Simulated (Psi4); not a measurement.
# [NH4]+ (ammonium): levels of theory compared

We compute a comparison of 5 runs (HF/STO-3G, HF/3-21G, HF/def2-SVP, B3LYP/6-31G*, MP2.5/cc-pVDZ-DK) of [NH4]+ (ammonium). 

The calculation is run with Psi4 1.11.

8 further runs of the same task are left out: 3 that didn't finish, 5 set aside as unsound or not needed.

### 1 Starting point

[NH4]+ has 5 atoms, charge +1, and is taken as a singlet. SMILES: `[NH4+]`. The shape is that of a GFN2-xTB optimisation.

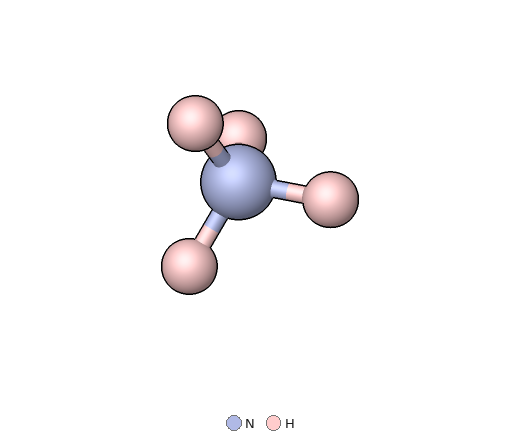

The structure, seen from a chosen angle (nitrogen light blue, hydrogen pink).

### 2 A single-point energy at HF/STO-3G (run 1)

The input, h4n.xyz:

```xyz
5
H4N
N      0.000080     0.000050    -0.000010
H      0.455870    -0.450720     0.805650
H     -0.977900     0.217540     0.236550
H      0.024080    -0.637350    -0.808220
H      0.497880     0.870480    -0.233970
```

The input, job.py:

```python
import psi4

psi4.set_memory('1600 MB')
psi4.set_num_threads(1)
psi4.set_output_file('h4n.out', False)

with open('h4n.xyz') as f:
    atoms = ''.join(f.readlines()[2:])
molecule = psi4.geometry('1 1\n' + atoms + 'symmetry c1')

psi4.set_options({
    'basis': 'STO-3G',
    'reference': 'rhf',
    'puream': True,
    'e_convergence': 1e-09,
    'd_convergence': 1e-08,
    'scf_type': 'pk',
})

E, wfn = psi4.energy('scf', return_wfn=True)
print(f'scf energy: {E:.10f} Eh')
```

Command:

```sh
$ python job.py
```

h4n.out:

```text
[...]
  Running in c1 symmetry.
[...]
  Nuclear repulsion =   16.280031679007529
[...]
  Multiplicity = 1
[...]
  Nalpha       = 5
  Nbeta        = 5
[...]
    Number of basis functions: 9
[...]
   @RHF iter   1:   -55.84798226289897   -7.28576e-01   2.13060e-02 DIIS/ADIIS
[...]
   @RHF iter   7:   -55.86807530390782   -2.84217e-14   2.72675e-10 DIIS
[...]
    Orbital Energies [Eh]
    ---------------------
    Doubly Occupied:
       1A    -15.856337     2A     -1.547149     3A     -1.002385
       4A     -1.002251     5A     -1.002215
[...]
  @RHF Final Energy:   -55.86807530390782
   => Energetics <=
    Nuclear Repulsion Energy =             16.2800316790075286
    One-Electron Energy =                -103.4755390395102097
    Two-Electron Energy =                  31.3274320565948727
    Total Energy =                        -55.8680753039078155
[...]
 Multipole Moments:
 ------------------------------------------------------------------------------------
     Multipole            Electronic (a.u.)      Nuclear  (a.u.)        Total (a.u.)
 ------------------------------------------------------------------------------------
 L = 1.  Multiply by 2.5417464519 to convert [e a0] to [Debye]
 Dipole X            :          0.0001243           -0.0002839           -0.0001596
 Dipole Y            :          0.0000634           -0.0001820           -0.0001186
 Dipole Z            :         -0.0000232            0.0000364            0.0000132
 Magnitude           :                                                    0.0001993
[...]
```

The script printed:

```text
scf energy: -55.8680753039 Eh
```

It took 1.5 s on 1 thread of Intel Xeon Platinum 8488C (Sapphire Rapids), shared host; peak memory 0.18 GiB.

### 3 Energy and forces at HF/3-21G (run 2)

The input, input.inp:

```
memory 1600 MB

molecule m {
  1 1
  N      0.00015118     0.00009449    -0.00001890
  H      0.86146945    -0.85173736     1.52245785
  H     -1.84796318     0.41109102     0.44701471
  H      0.04550461    -1.20441695    -1.52731445
  H      0.94085684     1.64496880    -0.44213922
  units au
  symmetry c1
}

set globals {
  basis         3-21G
  reference     rhf
  puream        true
  e_convergence 1e-09
  d_convergence 1e-08
  scf_type      pk
}

e, wfn = gradient('hf', return_wfn=True)
oeprop(wfn, 'WIBERG_LOWDIN_INDICES', 'MULLIKEN_CHARGES', 'QUADRUPOLE', title='HF')
```

Command:

```sh
$ psi4 -n 1 input.inp input.out
```

input.out:

```text
[...]
  Running in c1 symmetry.
[...]
  Nuclear repulsion =   16.280031674526846
[...]
  Multiplicity = 1
[...]
  Nalpha       = 5
  Nbeta        = 5
[...]
    Number of basis functions: 17
[...]
   @RHF iter   1:   -56.21113410790619   -2.59628e-03   1.07793e-02 ADIIS/DIIS
[...]
   @RHF iter   8:   -56.23363726280284   -8.52651e-14   2.27056e-09 DIIS
[...]
    Orbital Energies [Eh]
    ---------------------
    Doubly Occupied:
       1A    -15.873708     2A     -1.544962     3A     -0.998180
       4A     -0.998043     5A     -0.998006
[...]
  @RHF Final Energy:   -56.23363726280284
   => Energetics <=
    Nuclear Repulsion Energy =             16.2800316745268461
    One-Electron Energy =                -104.2015416151746905
    Two-Electron Energy =                  31.6878726778450037
    Total Energy =                        -56.2336372628028300
[...]
  -Total Gradient:
     Atom            X                  Y                   Z
    ------   -----------------  -----------------  -----------------
       1       -0.000050585171     0.000023752625     0.000031573763
       2        0.003059349525    -0.003134217965     0.005456965477
       3       -0.006511504993     0.001480882483     0.001577453827
       4        0.000158691556    -0.004389980543    -0.005459568306
       5        0.003344049082     0.006019563400    -0.001606424761
[...]
 Multipole Moments:
 ------------------------------------------------------------------------------------
     Multipole            Electronic (a.u.)      Nuclear  (a.u.)        Total (a.u.)
 ------------------------------------------------------------------------------------
 L = 1.  Multiply by 2.5417464519 to convert [e a0] to [Debye]
 Dipole X            :          0.0001016           -0.0002840           -0.0001823
 Dipole Y            :          0.0000490           -0.0001820           -0.0001330
 Dipole Z            :         -0.0000203            0.0000364            0.0000161
 Magnitude           :                                                    0.0002263
 L = 2.  Multiply by 1.3450342976 to convert [e a0^2] to [Debye ang]
 Quadrupole XX       :         -8.3063024            5.0443799           -3.2619225
 Quadrupole XY       :          0.0002809           -0.0005531           -0.0002722
[...]
  Mulliken Charges: (a.u.)
   Center  Symbol    Alpha    Beta     Spin     Total
       1     N     3.94054  3.94054  0.00000 -0.88109
       2     H     0.26486  0.26486  0.00000  0.47027
       3     H     0.26488  0.26488  0.00000  0.47024
       4     H     0.26486  0.26486  0.00000  0.47027
       5     H     0.26485  0.26485  0.00000  0.47031
   Total alpha =  5.00000, Total beta =  5.00000, Total charge =  1.00000
  Wiberg Bond Indices using Orthogonal Lowdin Orbitals:
[...]
```

Run time: 1.7 s. Hardware: 1 thread of Intel Xeon Platinum 8488C (Sapphire Rapids), shared host; peak memory 0.18 GiB.

Runs 3 to 4 aren't shown in full; the table further down has their settings and results.

### 4 The energy at MP2.5/cc-pVDZ-DK (sfX2C, fitted SCF) (run 5)

The input, input.json:

```json
{
 "schema_name": "qcschema_input",
 "schema_version": 1,
 "molecule": {
  "schema_name": "qcschema_molecule",
  "schema_version": 2,
  "symbols": ["N", "H", "H", "H", "H"],
  "geometry": [0.00015118, 9.449e-05, -1.89e-05, 0.86146945, -0.85173736, 1.52245785, -1.84796318, 0.41109102, 0.44701471, 0.04550461, -1.20441695, -1.52731445, 0.94085684, 1.6449688, -0.44213922],
  "molecular_charge": 1,
  "molecular_multiplicity": 1,
  "fix_com": true,
  "fix_orientation": true
 },
 "driver": "energy",
 "model": {
  "method": "mp2.5",
  "basis": "cc-pVDZ-DK"
 },
 "keywords": {
  "reference": "rhf",
  "freeze_core": true,
  "mp_type": "conv",
  "relativistic": "x2c"
 }
}
```

Command:

```sh
$ psi4 --qcschema input.json -n 1 --memory 1600MB
```

stdout:

```text
[...]
  Running in c1 symmetry.
[...]
  Nuclear repulsion =   16.280031674526846
[...]
  Multiplicity = 1
[...]
  Nalpha       = 5
  Nbeta        = 5
[...]
    Number of basis functions: 34
[...]
    WARNING: The X2C and Dirac Hamiltonians have substatially different eigenvalues!
             This is probably caused by the recontraction of the basis set.
[...]
   @RHF iter   1:   -56.53445930136924    8.95910e-03   7.04530e-03 DIIS/ADIIS
[...]
   @RHF iter   8:   -56.57322376567868   -3.69482e-13   1.75199e-09 DIIS
[...]
    Orbital Energies [Eh]
    ---------------------
    Doubly Occupied:
       1A    -15.960316     2A     -1.544081     3A     -0.995041
       4A     -0.994903     5A     -0.994865
[...]
  @RHF Final Energy:   -56.57322376567868
   => Energetics <=
    Nuclear Repulsion Energy =             16.2800316745268461
    One-Electron Energy =                -104.7280979028654002
    Two-Electron Energy =                  31.8748424626598634
    Total Energy =                        -56.5732237656786836
[...]
 Multipole Moments:
 ------------------------------------------------------------------------------------
     Multipole            Electronic (a.u.)      Nuclear  (a.u.)        Total (a.u.)
 ------------------------------------------------------------------------------------
 L = 1.  Multiply by 2.5417464519 to convert [e a0] to [Debye]
 Dipole X            :         -0.0009311            0.0009260           -0.0000052
 Dipole Y            :         -0.0005985            0.0005669           -0.0000316
 Dipole Z            :          0.0001030           -0.0001134           -0.0000104
 Magnitude           :                                                    0.0000336
[...]
	SCS-MP2 Total Energy (a.u.)        :   -56.76179943946998
	SOS-MP2 Total Energy (a.u.)        :   -56.76299014280321
	SCSN-MP2 Total Energy (a.u.)       :   -56.64401119601904
[...]
	SOS-PI-MP2 Total Energy (a.u.)     :   -56.77758755642818
[...]
	MP2 Total Energy (a.u.)            :   -56.75941803280353
[...]
```

The result, in JSON:

```text
{
 "driver": "energy",
 "model": {
  "method": "mp2.5",
  "basis": "cc-pVDZ-DK"
 },
 "success": true,
 "return_result": -56.767129569822224,
 "properties": {
  "calcinfo_nbasis": 34,
  "calcinfo_nmo": 34,
  "calcinfo_nalpha": 5,
  "calcinfo_nbeta": 5,
  "calcinfo_natom": 5,
  "nuclear_repulsion_energy": 16.280031674526846,
  "return_energy": -56.767129569822224,
  "scf_one_electron_energy": -104.7280979028654,
  "scf_two_electron_energy": 31.874842462659863,
  "scf_dipole_moment": [-5.1500043930508e-06, -3.156174519958199e-05, -1.0432416686245727e-05],
  "scf_total_energy": -56.573223765678684,
  "scf_iterations": 8,
  "mp2_same_spin_correlation_energy": -0.040220130875205255,
  "mp2_opposite_spin_correlation_energy": -0.14597413624963917,
  "mp2_singles_energy": 0.0,
  "mp2_doubles_energy": -0.18619426712484444,
  "mp2_correlation_energy": -0.1861942671248471,
  "mp2_total_energy": -56.75941803280353
 }
}
```

Run time: 2.1 s. Hardware: 1 thread of Intel Xeon Platinum 8488C (Sapphire Rapids), shared host; peak memory 0.21 GiB.

### 5 All runs side by side

```csv
run,level,task,integration grid,energy (Eh),HOMO energy (eV),LUMO energy (eV),HOMO–LUMO gap (eV),wall time
1,HF/STO-3G,energy,–,-55.868075,-27.27,6.22,33.49,1.5 s
2,HF/3-21G,gradient,–,-56.233637,-27.16,-0.96,26.20,1.7 s
3,HF/def2-SVP,gradient,–,-56.498337,-27.17,-2.53,24.63,2 s
4,B3LYP/6-31G* (spherical functions),energy,99 radial × 590 angular,-56.892655,-22.49,-5.72,16.77,4.5 s
5,"MP2.5/cc-pVDZ-DK (sfX2C, fitted SCF)",energy,–,-56.767130,-27.07,-2.46,24.61,2.1 s
```

### 6 Summary of results

| quantity | value |
| --- | --- |
| run 5: total energy | -56.76713 Eh |
| run 5: HOMO energy (Hartree–Fock orbitals) | -27.07 eV |
| run 5: LUMO energy (Hartree–Fock orbitals) | -2.46 eV |
| run 5: HOMO–LUMO gap (Hartree–Fock orbitals) | 24.61 eV |
| run 5: correlation energy (1 core orbital frozen) | -193.9 mEh |

**Reading.** Over runs 1, 2, 3, 4 the HOMO–LUMO gap runs from 16.77 eV (B3LYP/6-31G*) to 33.49 eV (HF/STO-3G). The two ends differ in method and basis. In run 1 the basis is minimal, so the values are rough. All runs together took 12 s, the longest 4.5 s.
